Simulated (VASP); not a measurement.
Band structure of MgZnO₂ (space group R-3m). These are PBEsol GGA, VASP's PBE PAW potentials (set 64) (plane waves; VASP) values and carry that method's errors.

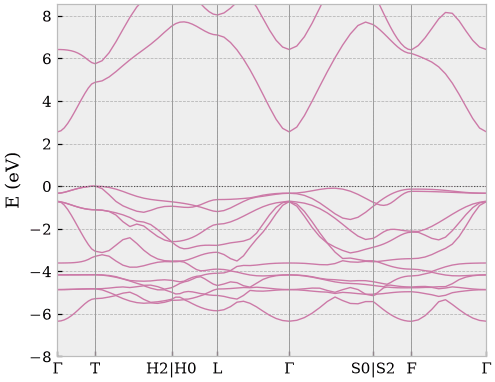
Bands along high-symmetry lines, zero at the valence-band maximum or, without a gap, the Fermi level

Problem. Read the plot: is there a gap, and where are the band edges?

Solution. The gap is indirect, 2.55 eV, from the valence maximum at T to the conduction minimum at Γ. (Edges off the drawn lines would not show.)

The structure comes from a computed database's MgZnO2 entry (R-3m); how it stands against other phases isn't given here. It was relaxed first.
